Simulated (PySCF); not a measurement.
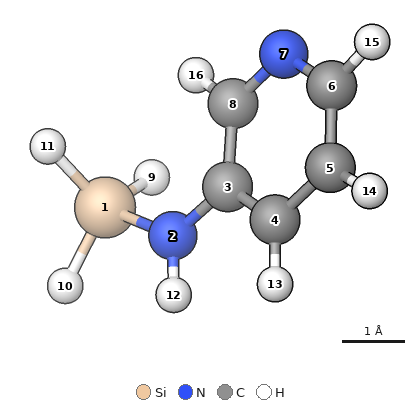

**Figure 1.** The starting structure (ball-and-stick view, seen at a tilt; atoms are numbered from 1 in the order of the input). Bond lengths as drawn: C–C 1.36 to 1.42 Å, C–H 1.06 to 1.10 Å, C–N 1.32 to 1.38 Å, H–N 1.01 Å, H–Si 1.43 to 1.46 Å and N–Si 1.77 Å.

# Geometry relaxation, with input and output: C$_{5}$H$_{8}$N$_{2}$Si

- system: C$_{5}$H$_{8}$N$_{2}$Si, SMILES [SiH3]Nc1cccnc1
- method: PBE0-D3(BJ)/def2-SVP geometry optimisation, gas phase (PySCF 2.14.0)

It belongs to a series of runs on one base structure; here: H on C replaced by NHSiH3.

Log
```
step   0  E = -593.56847173  max force = 0.061675
step   1  E = -593.57665763  max force = 0.010139
step   2  E = -593.57680941  max force = 0.003513
step   3  E = -593.57685639  max force = 0.003036
step   4  E = -593.57689392  max force = 0.002123
step   5  E = -593.57689155  max force = 0.001977
step   6  E = -593.57691142  max force = 0.000768
step   7  E = -593.57691554  max force = 0.000248
optimisation converged
```

Trajectory as extended XYZ (Å, eV, eV/Å), 8 frames, from step=0 to step=7
```
16
Properties=species:S:1:pos:R:3:forces:R:3 step=0 energy=-16151.82081
Si    2.7701   -0.1932   -0.3556   -1.1859   1.3267   0.3140
N     1.2530    0.7110   -0.3175    0.2744  -0.0137  -0.0776
C    -0.0238    0.2452   -0.0555    2.3891   0.2469  -0.2282
C    -1.0779    1.1014   -0.0693   -3.1715   0.3510   0.1682
C    -2.3670    0.5810    0.2027    0.7213   0.8571  -0.0832
C    -2.4840   -0.7584    0.5017    0.2735  -0.7610   0.0468
N    -1.4310   -1.5836    0.5250    0.0174   0.0200   0.0047
C    -0.2314   -1.0905    0.2541   -1.7574  -0.3015   0.2768
H     2.6905   -1.1931   -1.3781    0.1481  -0.9769  -0.8107
H     3.7202    0.8702   -0.6730    0.5811   0.2455  -0.1364
H     3.0108   -0.7746    0.9546    0.3101  -0.4470   0.6206
H     1.2782    1.7059   -0.5079    0.1491  -0.0588  -0.0119
H    -1.0066    2.1583   -0.3082    0.3555   0.2206  -0.0469
H    -3.2498    1.2306    0.2119    0.1429  -0.0363  -0.0692
H    -3.4413   -1.2236    0.7301   -0.2776   0.0396   0.0383
H     0.5710   -1.7889    0.2957    1.0298  -0.7121  -0.0054
16
Properties=species:S:1:pos:R:3:forces:R:3 step=1 energy=-16152.04356
Si    2.7260   -0.4566   -0.7678   -0.0134  -0.1348  -0.0672
N     1.2352    0.4641   -0.7088    0.1110   0.0029  -0.0076
C    -0.0289    0.0163   -0.3876   -0.5214   0.1033  -0.0081
C    -1.1515    0.8728   -0.3813    0.4743  -0.1337   0.0702
C    -2.3903    0.3666   -0.0235   -0.1535  -0.1493  -0.0480
C    -2.5075   -0.9913    0.2893    0.0054   0.1689  -0.0079
N    -1.4648   -1.8145    0.2727   -0.1050   0.0037   0.0102
C    -0.2788   -1.3283   -0.0513    0.4282  -0.1431   0.0349
H     2.6859   -1.5372   -1.8098   -0.0201   0.1046   0.0856
H     3.7746    0.5444   -1.1103    0.0009   0.0141  -0.0090
H     3.0378   -1.1051    0.5429   -0.0210   0.0361  -0.0105
H     1.2903    1.4511   -0.9286   -0.0147   0.0016   0.0002
H    -1.0214    1.9272   -0.6362   -0.0471   0.0636  -0.0139
H    -3.2704    1.0142    0.0005    0.0238   0.0001  -0.0025
H    -3.4784   -1.4166    0.5638    0.0009  -0.0268   0.0090
H     0.5633   -2.0429   -0.0327   -0.1484   0.0886  -0.0354
16
Properties=species:S:1:pos:R:3:forces:R:3 step=2 energy=-16152.04769
Si    2.7166   -0.4556   -0.7694    0.0142   0.0048  -0.0213
N     1.2290    0.4660   -0.7059    0.1604  -0.0656   0.0065
C    -0.0300    0.0065   -0.3765   -0.0789   0.1806  -0.0583
C    -1.1376    0.8720   -0.3665    0.0622  -0.0828   0.0203
C    -2.3867    0.3700   -0.0323    0.0339  -0.0569   0.0060
C    -2.5008   -0.9846    0.2841   -0.0645  -0.0170   0.0163
N    -1.4614   -1.8131    0.2767    0.0006  -0.0588   0.0099
C    -0.2660   -1.3416   -0.0427   -0.0589   0.1068  -0.0109
H     2.6603   -1.5389   -1.7979   -0.0052   0.0077   0.0097
H     3.7626    0.5426   -1.1305    0.0074  -0.0052  -0.0051
H     3.0330   -1.0878    0.5464    0.0002   0.0072   0.0064
H     1.2768    1.4525   -0.9300   -0.0192  -0.0127   0.0071
H    -1.0044    1.9283   -0.6195   -0.0050  -0.0110  -0.0011
H    -3.2647    1.0198   -0.0173    0.0050  -0.0038   0.0030
H    -3.4727   -1.4121    0.5526   -0.0017  -0.0145   0.0039
H     0.5670   -2.0600   -0.0398   -0.0505   0.0210   0.0075
16
Properties=species:S:1:pos:R:3:forces:R:3 step=3 energy=-16152.04897
Si    2.7192   -0.4644   -0.7687    0.0008   0.0294   0.0210
N     1.2387    0.4673   -0.7077   -0.0480   0.0579   0.0119
C    -0.0290    0.0249   -0.3786    0.0730  -0.0569   0.0002
C    -1.1396    0.8798   -0.3591   -0.0264   0.0048  -0.0388
C    -2.3859    0.3612   -0.0315   -0.0918   0.0817   0.0447
C    -2.5057   -0.9919    0.2850    0.1045   0.0659  -0.0446
N    -1.4577   -1.8092    0.2744    0.0904  -0.0768   0.0029
C    -0.2673   -1.3228   -0.0459   -0.1561  -0.0314   0.0021
H     2.6473   -1.5534   -1.7851    0.0050  -0.0392  -0.0299
H     3.7719    0.5222   -1.1435   -0.0030  -0.0068  -0.0014
H     3.0328   -1.0840    0.5532    0.0143  -0.0045   0.0096
H     1.2938    1.4521   -0.9368    0.0003   0.0087   0.0014
H    -1.0201    1.9392   -0.6081   -0.0143  -0.0283   0.0087
H    -3.2655    1.0082   -0.0166   -0.0115   0.0232  -0.0005
H    -3.4755   -1.4259    0.5519    0.0138   0.0111  -0.0058
H     0.5636   -2.0390   -0.0517    0.0489  -0.0388   0.0187
16
Properties=species:S:1:pos:R:3:forces:R:3 step=4 energy=-16152.04999
Si    2.7233   -0.4617   -0.7683   -0.0174  -0.0044   0.0066
N     1.2373    0.4629   -0.7079   -0.0349   0.0395   0.0014
C    -0.0306    0.0182   -0.3819   -0.0227  -0.0633   0.0146
C    -1.1417    0.8745   -0.3628    0.0303   0.0917  -0.0283
C    -2.3908    0.3688   -0.0272    0.0774  -0.0726   0.0042
C    -2.5034   -0.9866    0.2841   -0.1092   0.0010   0.0190
N    -1.4624   -1.8132    0.2712    0.0254   0.0405  -0.0103
C    -0.2725   -1.3295   -0.0496    0.0220  -0.0284  -0.0032
H     2.6594   -1.5536   -1.7854    0.0000  -0.0079  -0.0032
H     3.7709    0.5298   -1.1436   -0.0034  -0.0009  -0.0024
H     3.0426   -1.0796    0.5536    0.0050   0.0018   0.0013
H     1.2893    1.4480   -0.9362    0.0041   0.0078   0.0013
H    -1.0174    1.9324   -0.6120    0.0011   0.0093  -0.0021
H    -3.2685    1.0190   -0.0069    0.0109  -0.0057  -0.0003
H    -3.4732   -1.4184    0.5533   -0.0083  -0.0005   0.0017
H     0.5589   -2.0472   -0.0491    0.0199  -0.0079  -0.0003
16
Properties=species:S:1:pos:R:3:forces:R:3 step=5 energy=-16152.04993
Si    2.7196   -0.4595   -0.7678    0.0018  -0.0087  -0.0134
N     1.2336    0.4654   -0.7083    0.0569  -0.0640   0.0017
C    -0.0307    0.0126   -0.3827   -0.0247   0.0947  -0.0266
C    -1.1368    0.8764   -0.3664   -0.0038  -0.1017   0.0429
C    -2.3830    0.3682   -0.0254   -0.0489   0.0177  -0.0163
C    -2.5045   -0.9868    0.2847    0.0056   0.0171   0.0014
N    -1.4647   -1.8159    0.2698   -0.0233   0.0153   0.0017
C    -0.2739   -1.3355   -0.0511    0.0701   0.0026   0.0002
H     2.6571   -1.5543   -1.7840   -0.0051   0.0132   0.0147
H     3.7664    0.5318   -1.1450    0.0036   0.0004  -0.0036
H     3.0418   -1.0758    0.5547   -0.0028   0.0056  -0.0028
H     1.2830    1.4510   -0.9359   -0.0069  -0.0092   0.0072
H    -1.0100    1.9339   -0.6155   -0.0019   0.0021  -0.0005
H    -3.2590    1.0205   -0.0028   -0.0044  -0.0034   0.0012
H    -3.4762   -1.4139    0.5545    0.0007  -0.0002   0.0010
H     0.5584   -2.0541   -0.0474   -0.0169   0.0186  -0.0088
16
Properties=species:S:1:pos:R:3:forces:R:3 step=6 energy=-16152.05047
Si    2.7196   -0.4615   -0.7675    0.0025  -0.0067  -0.0100
N     1.2352    0.4659   -0.7087    0.0216  -0.0271   0.0004
C    -0.0304    0.0160   -0.3833   -0.0210   0.0395  -0.0152
C    -1.1390    0.8762   -0.3657    0.0151  -0.0350   0.0238
C    -2.3854    0.3680   -0.0250   -0.0224   0.0034  -0.0166
C    -2.5043   -0.9870    0.2848    0.0106   0.0069   0.0023
N    -1.4625   -1.8137    0.2691   -0.0059   0.0050   0.0006
C    -0.2719   -1.3322   -0.0520    0.0182  -0.0048   0.0104
H     2.6549   -1.5563   -1.7831   -0.0040   0.0083   0.0104
H     3.7683    0.5278   -1.1450    0.0019   0.0002  -0.0032
H     3.0402   -1.0776    0.5553   -0.0012   0.0047  -0.0017
H     1.2865    1.4512   -0.9366   -0.0032  -0.0024   0.0051
H    -1.0140    1.9341   -0.6145   -0.0017   0.0034  -0.0008
H    -3.2620    1.0194   -0.0023   -0.0005  -0.0007  -0.0001
H    -3.4750   -1.4163    0.5547    0.0019  -0.0023   0.0013
H     0.5609   -2.0497   -0.0489   -0.0119   0.0076  -0.0068
16
Properties=species:S:1:pos:R:3:forces:R:3 step=7 energy=-16152.05058
Si    2.7215   -0.4626   -0.7693   -0.0063  -0.0018   0.0020
N     1.2364    0.4630   -0.7073   -0.0066   0.0098   0.0008
C    -0.0304    0.0167   -0.3806    0.0127  -0.0109  -0.0061
C    -1.1382    0.8768   -0.3617   -0.0072   0.0029  -0.0024
C    -2.3865    0.3688   -0.0264    0.0026   0.0032   0.0027
C    -2.5054   -0.9857    0.2845   -0.0106   0.0011   0.0015
N    -1.4639   -1.8126    0.2710    0.0090   0.0049  -0.0027
C    -0.2730   -1.3314   -0.0496   -0.0042  -0.0059   0.0010
H     2.6527   -1.5593   -1.7812   -0.0009  -0.0049  -0.0011
H     3.7680    0.5265   -1.1536   -0.0018  -0.0010  -0.0018
H     3.0469   -1.0743    0.5540    0.0029   0.0005   0.0011
H     1.2875    1.4482   -0.9359    0.0036   0.0037   0.0029
H    -1.0132    1.9350   -0.6098   -0.0001  -0.0018   0.0001
H    -3.2630    1.0205   -0.0059   -0.0004   0.0002   0.0003
H    -3.4763   -1.4157    0.5529   -0.0011   0.0020   0.0005
H     0.5580   -2.0500   -0.0497    0.0083  -0.0018   0.0012
```

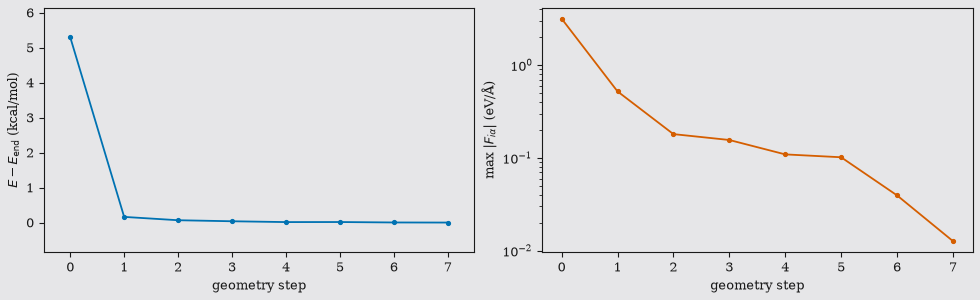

**Figure 2.** Progress of the relaxation, step by step (steps are counted from 0).

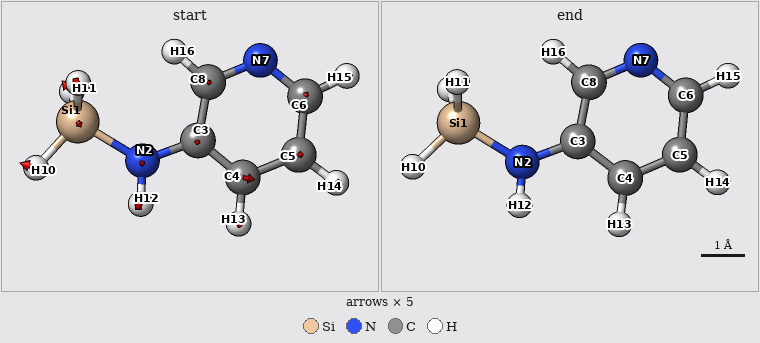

**Figure 3.** Before (left) and after (right) the relaxation, at one scale (ball-and-stick view, seen on its broad side). The red arrows give the displacements, magnified 5 times. H10 moves most after the best rigid fit: 0.083 Å. Largest moves by element: H 0.083 Å, C 0.061 Å, Si 0.034 Å, N 0.030 Å. Distances before and after: Si1–H9 1.432 → 1.494 Å, C3–C4 1.358 → 1.403 Å, Si1–H11 1.453 → 1.494 Å, C8–H16 1.065 → 1.099 Å. Among the angles that change: C3–C4–H13 124.4° → 120.0°, H9–Si1–H11 111.9° → 108.0°, N2–Si1–H10 101.0° → 104.7°. Over 7 geometry steps the energy falls by 5.30 kcal/mol. Largest force component: 3.2 eV/Å at the start, 0.013 eV/Å at the end. (Atoms are counted from 1 in the order of the input.)

The run was set up as follows.

The input
```
{"job": {"xc": "PBE0", "basis": "def2-SVP", "d3": "d3bj", "grid": 1, "shake": 0.01, "kind": "geom"}, "charge": 0, "multiplicity": 1}
Si     2.770060    -0.193240    -0.355600
N      1.252970     0.711040    -0.317470
C     -0.023790     0.245180    -0.055490
C     -1.077910     1.101410    -0.069290
C     -2.366970     0.581030     0.202730
C     -2.483960    -0.758370     0.501690
N     -1.430990    -1.583620     0.525030
C     -0.231440    -1.090500     0.254060
H      2.690530    -1.193130    -1.378110
H      3.720190     0.870220    -0.673030
H      3.010800    -0.774640     0.954620
H      1.278240     1.705880    -0.507890
H     -1.006640     2.158300    -0.308240
H     -3.249800     1.230550     0.211950
H     -3.441330    -1.223560     0.730100
H      0.571000    -1.788900     0.295660
```

The first line tells a small driver script what to run in PySCF; the rest is the geometry in Å.

Command:
```bash
OMP_NUM_THREADS=1 python <driver script> task.json out
```

Results in brief

```json
{"quantity": "outcome", "value": "converged"}
{"quantity": "total energy", "value": "−593.576916 hartree"}
{"quantity": "dipole moment", "value": "3.25 D"}
{"quantity": "point group", "value": "Cs"}
{"quantity": "hardware", "value": "1 CPU thread, shared host"}
{"quantity": "wall time", "value": "72 s"}
{"quantity": "peak memory", "value": "0.63 GiB"}
```
